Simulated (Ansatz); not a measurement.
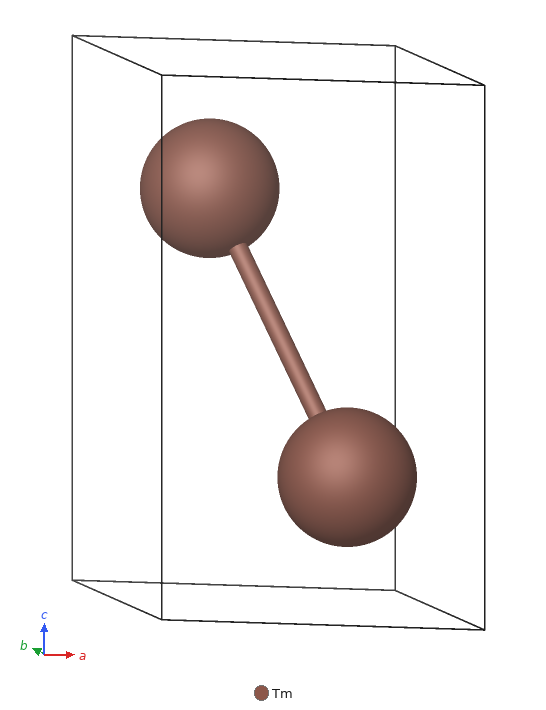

Ball-and-stick drawing of the structure, looking slightly off an axis. The parallelepiped is the conventional unit cell.

The cell is given by a = 3.41 Å, b = 3.41 Å, c = 5.62 Å, α = 90.00°, β = 90.00°, γ = 120.00°.

Bond cut-offs: Tm–Tm up to 3.82 Å (cut-off distances).

What is the number of atoms per cell?

2 (thulium), counting shared atoms by their share.

Space group?

P6_3/mmc (No. 194), with Tm on 2d.

Give the prototype.

Hexagonal close-packed (Mg type).

Describe the connectivity.

The bonds build a three-dimensional framework.

The starting point was the standard structure of this element. Earlier steps of the study may have refined or changed the cell and positions. It was set up as input for a calculation with Ansatz.
